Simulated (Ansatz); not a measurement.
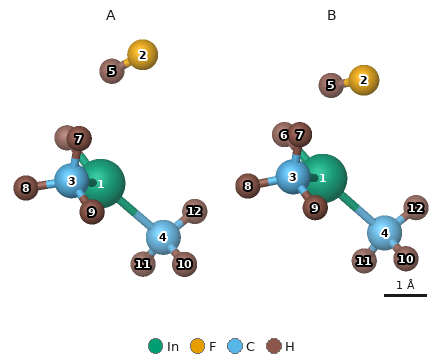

Two geometries of C2H8FIn, drawn at one scale. One is the start of a relaxation, the other its converged end. The picture is a ball-and-stick view, seen from a free direction.

Computed with RKS PBE0-D4/def2-SVP (Ansatz). Settings: no spin polarisation; force threshold 0.03 eV/Å; at most 50 steps.

Question: Which geometry has the lower energy?

Answer: Structure B is the relaxed one. The run prepares an end point of a later path (reaction) calculation, from a guessed geometry. After 7 accepted moves (8 points after the start) the energy has fallen by 3.99 kcal/mol. Largest force component: 0.77 eV/Å at the start, 0.01 eV/Å at the end. The line search rejected the trial step at point 7 of the run. The atom that moves furthest after the best rigid fit is F2 (0.65 Å). Largest moves by element: F 0.65 Å, H 0.35 Å, In 0.13 Å, C 0.11 Å. Some distances before and after: In1–F2 3.282 → 2.560 Å, In1–H5 2.861 → 2.382 Å, In1–H6 1.742 → 1.801 Å, F2–H5 0.914 → 0.948 Å.
